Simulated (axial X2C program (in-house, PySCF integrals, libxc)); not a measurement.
**All-electron X2C curves of TcF⁺**

What are the state, bond length, wavenumber and bond energy of TcF⁺, and what does spin–orbit coupling change?

The runs use an in-house X2C program for linear molecules on PySCF integrals; all-electron X2C, Tc dyall-cv3z, F dyall-av3z.

All values are calculated.

**1. Input**

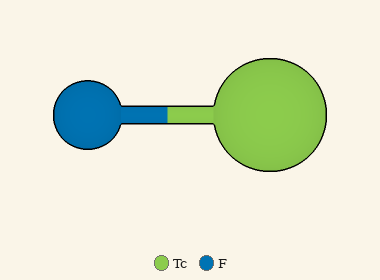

The two atoms at 1.920 Å (technetium green, fluorine blue).

File task.json:

```json
{
 "zs": [
  43,
  9
 ],
 "q": 1,
 "bas": [
  "dyall-cv3z",
  "dyall-av3z"
 ],
 "levels": [
  "PBE0",
  "HF",
  "B97-3"
 ],
 "cc": true,
 "r0": 1.92,
 "thr": -2.0,
 "nmax": 90,
 "npts": 10,
 "nst": 2,
 "ntry": 6
}
```

Keys: zs atomic numbers; q charge; bas basis sets; levels methods (HF also brings MP2); cc coupled cluster on or off; r0 starting distance in Å; thr threshold in hartree for freezing inner shells (an s shell follows its p shell); nmax most natural virtual spinors; npts points asked for on the curve; nst determinants followed; ntry starts of the search.

On the command line:

```bash
$ python so2c.py task.json out
```

Spin-free means the one-electron spin-free X2C Hamiltonian; two-component (2c) means X2C with spin–orbit coupling and atomic mean-field two-electron Coulomb and Gaunt terms. Basis: Tc dyall-cv3z contracted to [12s12p8d5f3g], F dyall-av3z contracted to [7s6p3d2f]; Gaussian nuclei, density fitting. Masses: Tc 98.907 u, F 18.998 u.

Notation: σ, π±, δ± give the projection m of an orbital's angular momentum (0, ±1, ±2), α and β its spin, Λ and M_S the sums; ω is the projection of a spinor's total angular momentum and Ω the sum. Logs are in hartree.

The results follow Hamiltonian by Hamiltonian and level by level.

**2. Which state to follow**

PBE0 moves the distance from 1.920 Å to 1.841 Å and compares determinants there.

Spin-free determinants:

```tsv
ΔE (eV)	state	open shells
0.00	M_S = 5/2, Λ = 0	beyond closed shells: σα, π+α, π-α, δ+α, δ-α
1.38	M_S = 3/2, Λ = 2	beyond closed shells: π+α, π-α, δ+α, δ+β, δ-α
1.70	M_S = 3/2, Λ = 0	beyond closed shells: σβ, π+α, π-α, δ+α, δ-α
1.79	M_S = 3/2, Λ = 1	beyond closed shells: π+α, π+β, π-α, δ+α, δ-α
2.09	M_S = 3/2, Λ = 2	beyond closed shells: σα, π+α, π+β, δ+α, δ-α
2.09	M_S = 3/2, Λ = 0	beyond closed shells: σα, π+β, π-α, δ+α, δ-α
2.22	M_S = 3/2, Λ = 1	beyond closed shells: σα, π-α, δ+α, δ+β, δ-α
```

Two-component determinants:

| ΔE (eV) | state | open shells |
| --- | --- | --- |
| 0.00 | Ω = 5/2 | excess of +ω over −ω: ω = 5/2 |
| 1.28 | Ω = 7/2 | excess of +ω over −ω: ω = -1/2, ω = 3/2, ω = 5/2 |
| 1.47 | Ω = 1/2 | excess of +ω over −ω: ω = 1/2 |
| 1.70 | Ω = 3/2 | excess of +ω over −ω: 2 × ω = -1/2, ω = 5/2 |
| 1.84 | Ω = 1/2 | excess of +ω over −ω: ω = -1/2, ω = -3/2, ω = 5/2 |
| 1.99 | Ω = 3/2 | excess of +ω over −ω: ω = 1/2, ω = -3/2, ω = 5/2 |
| 2.09 | Ω = 1/2 | excess of +ω over −ω: 2 × ω = 3/2, ω = -5/2 |

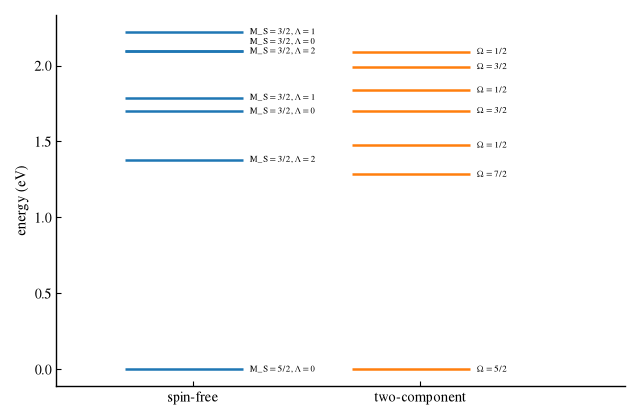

The determinants found, each set from its own lowest.

**3. PBE0, spin-free**

State followed: M_S = 5/2, Λ = 0 (beyond closed shells: σα, π+α, π-α, δ+α, δ-α). The scan is laid around 1.841 Å, a first estimate of the minimum, and this SCF restarts from the orbitals of the search.

The SCF at the reference distance of 1.841 Å:

```text
spin-free X2C-1e  PBE0
basis functions 204  fitting functions 945  grid points 5076
iter        total energy     max residual
   1      -4384.680849046     6.69e-05
   2      -4384.680849056     5.43e-05
   3      -4384.680849071     1.76e-05
   4      -4384.680849073     6.45e-06
converged
one-electron -6254.57629953  Coulomb 1898.29799389  exact exchange -34.34638752  xc functional -105.29547183  nuclear repulsion 111.23931593
```

Along the bond, energies from the lowest point:

| R (Å) | E (eV) | μ (D) | HOMO (eV) | LUMO (eV) | iterations |
| --- | --- | --- | --- | --- | --- |
| 1.675 | 0.4913 | -3.65 | -13.98 | -9.55 | 31 |
| 1.730 | 0.1941 | -4.03 | -14.16 | -9.58 | 29 |
| 1.786 | 0.0414 | -4.39 | -14.34 | -9.62 | 26 |
| 1.841 | 0.0000 | -4.73 | -14.51 | -9.68 | 4 |
| 1.905 | 0.0568 | -5.10 | -14.69 | -9.75 | 28 |
| 1.970 | 0.1968 | -5.45 | -14.85 | -9.92 | 25 |
| 2.053 | 0.4596 | -5.86 | -15.00 | -10.12 | 28 |

Dipoles are positive if F is the positive end and refer to the centre of mass.

Outer orbitals at the reference distance:

```csv
symmetry,occupied,ε (eV),atomic character
σα,yes,-19.52,"64% F p, 31% Tc d, 3% F s"
π+α,yes,-18.78,"60% F p, 36% Tc d"
π-α,yes,-18.78,"60% F p, 36% Tc d"
σβ,yes,-18.47,"80% F p, 14% Tc d, 2% F s"
π-β,yes,-17.34,"83% F p, 11% Tc d, 3% Tc f"
π+β,yes,-17.34,"83% F p, 11% Tc d, 3% Tc f"
δ+α,yes,-16.81,100% Tc d
δ-α,yes,-16.81,100% Tc d
π+α,yes,-15.40,"61% Tc d, 32% F p, 2% Tc p"
π-α,yes,-15.40,"61% Tc d, 32% F p, 2% Tc p"
σα,yes,-14.51,"50% Tc d, 24% F p, 22% Tc s"
δ-β,no,-9.68,100% Tc d
δ+β,no,-9.68,100% Tc d
σα,no,-9.56,"49% Tc s, 26% Tc p, 10% F p"
π+β,no,-9.26,"85% Tc d, 8% F p, 2% F d"
```

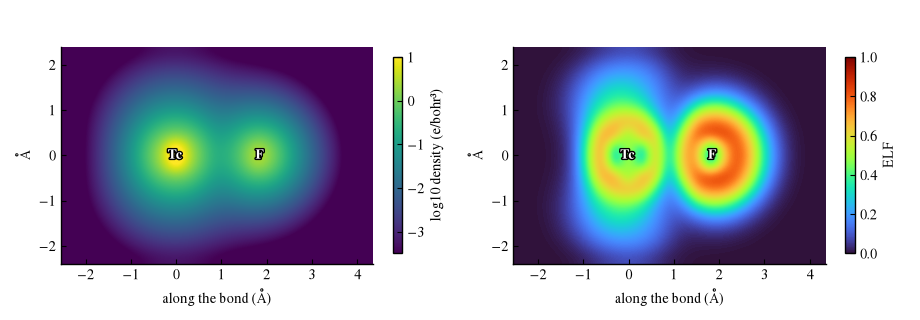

PBE0 fields in a plane through the axis, from a grid of 0.3 Å; Tc lies at z = 0 and F at z = 1.841 Å; the ELF is damped to zero where the density is low.

Re = 1.838 Å, ωe = 691 cm⁻¹, ωexe = 2.58 cm⁻¹, Be = 0.3131 cm⁻¹, De = 4.07 eV, μ = -4.71 D.

**4. HF, spin-free**

Output at 1.841 Å:

```text
spin-free X2C-1e  HF
basis functions 204  fitting functions 945  grid points 5076
iter        total energy     max residual
   1      -4382.424539817     4.30e-01
   2      -4382.458598042     1.56e-02
   3      -4382.461458257     6.06e-02
   4      -4382.462705482     8.21e-03
   5      -4382.462877540     3.51e-03
   6      -4382.462947775     3.55e-03
   7      -4382.462960234     9.67e-04
   8      -4382.462962385     2.11e-04
   9      -4382.462962809     2.29e-04
  10      -4382.462963009     5.82e-05
  11      -4382.462963059     2.25e-05
  12      -4382.462963067     1.68e-05
  13      -4382.462963068     3.05e-06
  14      -4382.462963068     1.33e-06
converged
one-electron -6254.18944542  Coulomb 1898.05436923  exact exchange -137.56720281  xc functional 0.00000000  nuclear repulsion 111.23931593
```

Re = 1.885 Å, ωe = 663 cm⁻¹, ωexe = 2.27 cm⁻¹, Be = 0.2977 cm⁻¹, De = 1.71 eV, μ = -6.48 D.

**5. B97-3, spin-free**

The SCF at the reference distance of 1.841 Å:

```text
spin-free X2C-1e  B97-3
basis functions 204  fitting functions 945  grid points 5076
iter        total energy     max residual
   1      -4384.751118256     3.77e-02
   2      -4384.752033917     2.42e-03
   3      -4384.752072754     2.33e-03
   4      -4384.752084899     1.15e-03
   5      -4384.752093073     6.89e-04
   6      -4384.752093889     1.07e-04
   7      -4384.752093957     5.64e-05
   8      -4384.752093967     1.79e-05
   9      -4384.752093968     6.20e-06
converged
one-electron -6254.87323805  Coulomb 1898.60795641  exact exchange -36.99941932  xc functional -102.72670894  nuclear repulsion 111.23931593
```

Re = 1.848 Å, ωe = 677 cm⁻¹, ωexe = 2.51 cm⁻¹, Be = 0.3099 cm⁻¹, De = 4.32 eV, μ = -4.76 D.

**6. Correlated methods, spin-free**

Correlated methods: 13 electrons correlated (frozen shells, counted by type: Tc 4 s, 3 p, 1 d; F 1 s), 281 virtual spinors in MP2, 90 natural virtuals in coupled cluster.

Output of the correlated part at 1.841 Å:

```text
correlated 13  virtual 281  natural virtual 90  E(MP2) -0.382555823  MP2 remainder -0.016880708
iter   CCSD correlation   residual
   1     -0.356701159   1.31e-01
   2     -0.365387503   7.18e-02
   3     -0.368584524   2.10e-02
   4     -0.368821119   8.81e-03
   5     -0.368823072   3.14e-03
   6     -0.368848446   1.27e-03
   7     -0.368847320   5.03e-04
   8     -0.368847164   1.35e-04
   9     -0.368849014   5.23e-05
  10     -0.368847535   2.11e-05
  11     -0.368847865   8.77e-06
  12     -0.368847658   3.92e-06
  13     -0.368847676   1.66e-06
(T) -0.012547365  T1 0.0312  D1 0.0555  max T2 0.043
```

T1 in the output is the amplitude norm over the root of the electron number; divide by √2 for the Lee–Taylor value.

MP2: Re = 1.866 Å, ωe = 660 cm⁻¹, Be = 0.3038 cm⁻¹, De = 4.13 eV.

CCSD: Re = 1.866 Å, ωe = 671 cm⁻¹, ωexe = 2.27 cm⁻¹, Be = 0.3039 cm⁻¹, De = 3.70 eV. T1 at Re = 0.022 (Lee–Taylor, the printed value over √2).

CCSD(T): Re = 1.866 Å, ωe = 667 cm⁻¹, ωexe = 2.27 cm⁻¹, Be = 0.3037 cm⁻¹, De = 3.88 eV. T1 at Re = 0.022 (Lee–Taylor, the printed value over √2).

**7. A higher determinant, spin-free**

State: M_S = 3/2, Λ = 2 (beyond closed shells: π+α, π-α, δ+α, δ+β, δ-α).

Output at the reference distance:

```text
spin-free X2C-1e  PBE0
basis functions 204  fitting functions 945  grid points 5076
iter        total energy     max residual
   1      -4384.630098940     5.39e-05
   2      -4384.630098946     3.63e-05
   3      -4384.630098960     2.72e-06
   4      -4384.630098960     2.26e-06
converged
one-electron -6255.85622634  Coulomb 1899.58367385  exact exchange -34.32939751  xc functional -105.26746489  nuclear repulsion 111.23931593
```

| R (Å) | E above the lowest PBE0 point (eV) |
| --- | --- |
| 1.675 | 1.536 |
| 1.730 | 1.354 |
| 1.786 | 1.314 |
| 1.841 | 1.381 |
| 1.905 | 1.556 |
| 1.970 | 1.802 |
| 2.053 | 2.182 |

Re = 1.776 Å, ωe = 789 cm⁻¹, ωexe = 3.25 cm⁻¹, Be = 0.3353 cm⁻¹, μ = -3.94 D. Te = 1.31 eV.

**8. The spin-free curves together**

Energy (eV) of the followed determinant, spin-free, from each level's lowest point:

| R (Å) | PBE0 | HF | MP2 | CCSD | CCSD(T) | B97-3 |
| --- | --- | --- | --- | --- | --- | --- |
| 1.675 | 0.491 | 0.781 | 0.628 | 0.645 | 0.645 | 0.538 |
| 1.730 | 0.194 | 0.385 | 0.284 | 0.292 | 0.292 | 0.225 |
| 1.786 | 0.041 | 0.142 | 0.085 | 0.087 | 0.088 | 0.057 |
| 1.841 | 0.000 | 0.021 | 0.000 | 0.000 | 0.000 | 0.000 |
| 1.905 | 0.057 | 0.000 | 0.010 | 0.011 | 0.010 | 0.040 |
| 1.970 | 0.197 | 0.077 | 0.110 | 0.114 | 0.111 | 0.164 |
| 2.053 | 0.460 | 0.279 | 0.329 | 0.340 | 0.333 | 0.408 |

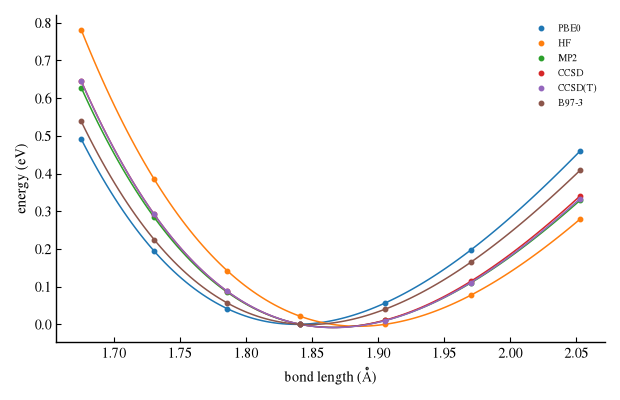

Curves of the followed state, spin-free, each from its own lowest point.

**9. PBE0, 2c**

State followed: Ω = 5/2 (excess of +ω over −ω: ω = 5/2). The scan is laid around 1.841 Å, a first estimate of the minimum, and this SCF restarts from the orbitals of the search.

Output at 1.841 Å:

```text
two-component X2C + atomic mean field  PBE0
basis functions 204  fitting functions 945  grid points 5076
iter        total energy     max residual
   1      -4382.954670210     5.27e-05
   2      -4382.954670215     2.27e-05
   3      -4382.954670218     8.04e-06
converged
one-electron -6249.92080374  Coulomb 1897.36540197  exact exchange -34.32775403  xc functional -105.24011409  nuclear repulsion 111.23931593  atomic mean-field constant -2.07071626
```

Along the bond, energies from the lowest point:

| R (Å) | E (eV) | μ (D) | HOMO (eV) | LUMO (eV) | iterations |
| --- | --- | --- | --- | --- | --- |
| 1.675 | 0.4926 | -3.64 | -13.98 | -9.65 | 36 |
| 1.730 | 0.1949 | -4.03 | -14.16 | -9.68 | 34 |
| 1.786 | 0.0418 | -4.39 | -14.34 | -9.72 | 34 |
| 1.841 | 0.0000 | -4.73 | -14.51 | -9.77 | 3 |
| 1.905 | 0.0564 | -5.10 | -14.69 | -9.85 | 34 |
| 1.970 | 0.1960 | -5.44 | -14.85 | -9.94 | 29 |
| 2.053 | 0.4585 | -5.86 | -15.00 | -10.12 | 30 |

Dipoles are positive if F is the positive end and refer to the centre of mass.

Outer spinors at the reference distance:

```tsv
ω	occupied	ε (eV)	atomic character	λ mixture
1/2	yes	-19.52	64% F p, 31% Tc d, 3% F s	100% σ
-1/2	yes	-18.81	60% F p, 37% Tc d	99% π, 1% σ
3/2	yes	-18.75	60% F p, 36% Tc d	100% π
-1/2	yes	-18.47	80% F p, 14% Tc d, 2% F s	99% σ, 1% π
1/2	yes	-17.36	83% F p, 11% Tc d, 3% Tc f	100% π
-3/2	yes	-17.33	82% F p, 12% Tc d, 3% Tc f	99% π, 1% δ
-3/2	yes	-16.92	99% Tc d	99% δ, 1% π
5/2	yes	-16.70	100% Tc d	100% δ
-1/2	yes	-15.45	61% Tc d, 32% F p, 2% Tc p	100% π
3/2	yes	-15.35	62% Tc d, 31% F p, 2% Tc p	100% π
1/2	yes	-14.51	50% Tc d, 24% F p, 22% Tc s	100% σ
3/2	no	-9.77	100% Tc d	100% δ
-5/2	no	-9.59	100% Tc d	100% δ
1/2	no	-9.58	47% Tc s, 24% Tc p, 15% Tc d	93% σ, 7% π
1/2	no	-9.29	80% Tc d, 9% F p, 4% Tc p	93% π, 7% σ
```

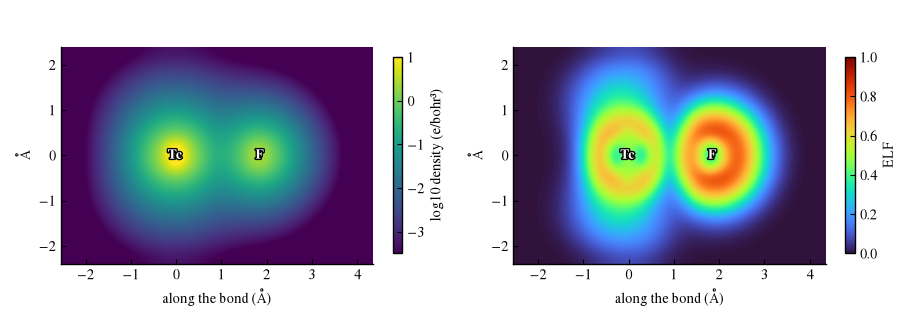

PBE0 fields in a plane through the axis, from a grid of 0.3 Å; Tc lies at z = 0 and F at z = 1.841 Å; the ELF is damped to zero where the density is low.

Re = 1.838 Å, ωe = 691 cm⁻¹, ωexe = 2.58 cm⁻¹, Be = 0.313 cm⁻¹, De = 4.07 eV, μ = -4.71 D.

**10. HF, 2c**

The SCF at the reference distance of 1.841 Å:

```text
two-component X2C + atomic mean field  HF
basis functions 204  fitting functions 945  grid points 5076
iter        total energy     max residual
   1      -4380.697818216     4.30e-01
   2      -4380.731883549     1.56e-02
   3      -4380.734747400     6.08e-02
   4      -4380.735996895     8.24e-03
   5      -4380.736169938     3.53e-03
   6      -4380.736240835     3.58e-03
   7      -4380.736253563     9.79e-04
   8      -4380.736255857     2.24e-04
   9      -4380.736256357     2.55e-04
  10      -4380.736256619     7.21e-05
  11      -4380.736256691     2.68e-05
  12      -4380.736256707     2.44e-05
  13      -4380.736256712     1.27e-05
  14      -4380.736256715     7.47e-06
  15      -4380.736256716     8.62e-06
  16      -4380.736256717     3.27e-06
  17      -4380.736256717     1.50e-06
converged
one-electron -6249.52941752  Coulomb 1897.11716229  exact exchange -137.49260115  xc functional 0.00000000  nuclear repulsion 111.23931593  atomic mean-field constant -2.07071626
```

Re = 1.885 Å, ωe = 663 cm⁻¹, ωexe = 2.27 cm⁻¹, Be = 0.2976 cm⁻¹, De = 1.70 eV, μ = -6.48 D.

**11. B97-3, 2c**

The SCF at the reference distance of 1.841 Å:

```text
two-component X2C + atomic mean field  B97-3
basis functions 204  fitting functions 945  grid points 5076
iter        total energy     max residual
   1      -4383.025342794     3.78e-02
   2      -4383.026293601     2.51e-03
   3      -4383.026339433     2.43e-03
   4      -4383.026364727     1.45e-03
   5      -4383.026378357     8.93e-04
   6      -4383.026381583     1.74e-04
   7      -4383.026382434     1.83e-04
   8      -4383.026382648     6.00e-05
   9      -4383.026382683     2.05e-05
  10      -4383.026382686     5.57e-06
converged
one-electron -6250.22366914  Coulomb 1897.68098511  exact exchange -36.97922221  xc functional -102.67307611  nuclear repulsion 111.23931593  atomic mean-field constant -2.07071626
```

Re = 1.848 Å, ωe = 676 cm⁻¹, ωexe = 2.51 cm⁻¹, Be = 0.3098 cm⁻¹, De = 4.32 eV, μ = -4.76 D.

**12. MP2 and beyond, 2c**

Correlated methods: 13 electrons correlated (frozen shells, counted by type: Tc 4 s, 3 p, 1 d; F 1 s), 281 virtual spinors in MP2, 90 natural virtuals in coupled cluster.

Output of the correlated part at 1.841 Å:

```text
correlated 13  virtual 281  natural virtual 90  E(MP2) -0.382611116  MP2 remainder -0.016927067
iter   CCSD correlation   residual
   1     -0.356722349   1.31e-01
   2     -0.365405773   7.17e-02
   3     -0.368601207   2.10e-02
   4     -0.368837667   8.81e-03
   5     -0.368839862   3.14e-03
   6     -0.368865375   1.28e-03
   7     -0.368864357   5.11e-04
   8     -0.368864346   1.50e-04
   9     -0.368866253   6.92e-05
  10     -0.368864629   3.85e-05
  11     -0.368865187   2.19e-05
  12     -0.368864753   1.11e-05
  13     -0.368864885   5.34e-06
  14     -0.368864843   2.77e-06
  15     -0.368864862   1.43e-06
(T) -0.012544852  T1 0.0312  D1 0.0561  max T2 0.042
```

MP2: Re = 1.866 Å, ωe = 660 cm⁻¹, Be = 0.3037 cm⁻¹, De = 4.13 eV.

CCSD: Re = 1.866 Å, ωe = 671 cm⁻¹, ωexe = 2.27 cm⁻¹, Be = 0.3038 cm⁻¹, De = 3.69 eV. T1 at Re = 0.022 (Lee–Taylor, the printed value over √2).

CCSD(T): Re = 1.867 Å, ωe = 667 cm⁻¹, ωexe = 2.28 cm⁻¹, Be = 0.3036 cm⁻¹, De = 3.86 eV. T1 at Re = 0.022 (Lee–Taylor, the printed value over √2).

**13. A higher determinant, 2c**

State: Ω = 7/2 (excess of +ω over −ω: ω = -1/2, ω = 3/2, ω = 5/2).

Output at the reference distance:

```text
two-component X2C + atomic mean field  PBE0
basis functions 204  fitting functions 945  grid points 5076
iter        total energy     max residual
   1      -4382.907518664     4.42e-05
   2      -4382.907518666     2.73e-05
   3      -4382.907518670     6.26e-06
converged
one-electron -6251.23647173  Coulomb 1898.68451457  exact exchange -34.31100788  xc functional -105.21315329  nuclear repulsion 111.23931593  atomic mean-field constant -2.07071626
```

| R (Å) | E above the lowest PBE0 point (eV) |
| --- | --- |
| 1.675 | 1.440 |
| 1.730 | 1.257 |
| 1.786 | 1.217 |
| 1.841 | 1.283 |
| 1.905 | 1.457 |
| 1.970 | 1.703 |
| 2.053 | 2.081 |

Re = 1.777 Å, ωe = 788 cm⁻¹, ωexe = 3.25 cm⁻¹, Be = 0.3352 cm⁻¹, μ = -3.94 D. Te = 1.22 eV.

**14. The 2c curves together**

Energy (eV) of the followed determinant, 2c, from each level's lowest point:

| R (Å) | PBE0 | HF | MP2 | CCSD | CCSD(T) | B97-3 |
| --- | --- | --- | --- | --- | --- | --- |
| 1.675 | 0.493 | 0.783 | 0.630 | 0.647 | 0.647 | 0.539 |
| 1.730 | 0.195 | 0.387 | 0.285 | 0.293 | 0.293 | 0.225 |
| 1.786 | 0.042 | 0.143 | 0.086 | 0.088 | 0.088 | 0.057 |
| 1.841 | 0.000 | 0.022 | 0.000 | 0.000 | 0.000 | 0.000 |
| 1.905 | 0.056 | 0.000 | 0.010 | 0.011 | 0.009 | 0.040 |
| 1.970 | 0.196 | 0.077 | 0.109 | 0.113 | 0.110 | 0.164 |
| 2.053 | 0.458 | 0.278 | 0.328 | 0.339 | 0.332 | 0.408 |

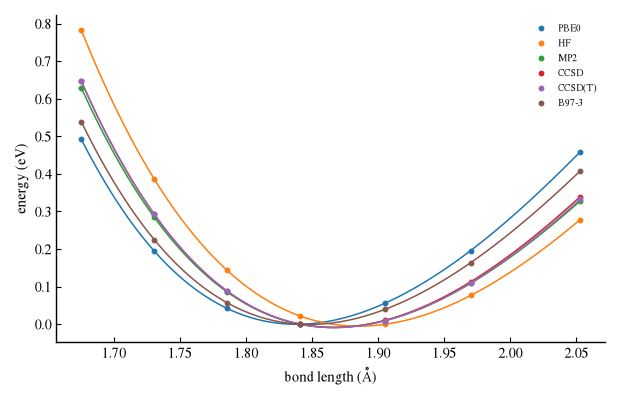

Curves of the followed state, 2c, each from its own lowest point.

Time for the job: 4.7 min (1 thread of Arm Neoverse V1, shared host); peak memory 0.84 GiB.

**15. Constants**

Lowest determinant that the search found at its distance, spin-free: M_S = 5/2, Λ = 0 (beyond closed shells: σα, π+α, π-α, δ+α, δ-α).

Lowest determinant that the search found at its distance, 2c: Ω = 5/2 (excess of +ω over −ω: ω = 5/2).

```json
{"Hamiltonian": "spin-free", "level": "PBE0", "Re (Å)": "1.838", "ωe (cm⁻¹)": "691", "De (eV)": "4.07", "μ (D)": "-4.71"}
{"Hamiltonian": "spin-free", "level": "HF", "Re (Å)": "1.885", "ωe (cm⁻¹)": "663", "De (eV)": "1.71", "μ (D)": "-6.48"}
{"Hamiltonian": "spin-free", "level": "MP2", "Re (Å)": "1.866", "ωe (cm⁻¹)": "660", "De (eV)": "4.13", "μ (D)": "n/a"}
{"Hamiltonian": "spin-free", "level": "CCSD", "Re (Å)": "1.866", "ωe (cm⁻¹)": "671", "De (eV)": "3.70", "μ (D)": "n/a"}
{"Hamiltonian": "spin-free", "level": "CCSD(T)", "Re (Å)": "1.866", "ωe (cm⁻¹)": "667", "De (eV)": "3.88", "μ (D)": "n/a"}
{"Hamiltonian": "spin-free", "level": "B97-3", "Re (Å)": "1.848", "ωe (cm⁻¹)": "677", "De (eV)": "4.32", "μ (D)": "-4.76"}
{"Hamiltonian": "2c", "level": "PBE0", "Re (Å)": "1.838", "ωe (cm⁻¹)": "691", "De (eV)": "4.07", "μ (D)": "-4.71"}
{"Hamiltonian": "2c", "level": "HF", "Re (Å)": "1.885", "ωe (cm⁻¹)": "663", "De (eV)": "1.70", "μ (D)": "-6.48"}
{"Hamiltonian": "2c", "level": "MP2", "Re (Å)": "1.866", "ωe (cm⁻¹)": "660", "De (eV)": "4.13", "μ (D)": "n/a"}
{"Hamiltonian": "2c", "level": "CCSD", "Re (Å)": "1.866", "ωe (cm⁻¹)": "671", "De (eV)": "3.69", "μ (D)": "n/a"}
{"Hamiltonian": "2c", "level": "CCSD(T)", "Re (Å)": "1.867", "ωe (cm⁻¹)": "667", "De (eV)": "3.86", "μ (D)": "n/a"}
{"Hamiltonian": "2c", "level": "B97-3", "Re (Å)": "1.848", "ωe (cm⁻¹)": "676", "De (eV)": "4.32", "μ (D)": "-4.76"}
```

Dipoles are positive if F is the positive end and refer to the centre of mass.

Time per point (s) on 1 thread of Arm Neoverse V1, shared host (2c runs; CCSD comes with the CCSD(T) run); the times are rough: PBE0 2, HF 1.5, MP2 2, CCSD(T) 9.1, B97-3 2.5.

**Reading.** At CCSD(T), going from spin-free to two-component changes Re by 0 mÅ, ωe by 0.0 %, which is small (part of it comes from the scalar share of the two-electron terms). De moves by -0.01 eV; both De rest on single-determinant atoms, which can miss part of an open shell's spin–orbit lowering.

De refers to Tc+ + F, each in the lowest determinant found, which need not be this curve's own limit. Each curve is one determinant whose occupation by symmetry is held fixed; it was picked as the lowest of a PBE0 search that is not exhaustive. Dissociation energies refer to the lowest single-determinant-based atoms at the same level and basis. Density functionals use the spin component along the axis (collinear). CCSD and (T) use frozen natural virtuals with an MP2 correction for the truncation. With several unpaired electrons one determinant need not be a pure state. T1 at Re is 0.022 (Lee–Taylor), above the customary mark of 0.02.
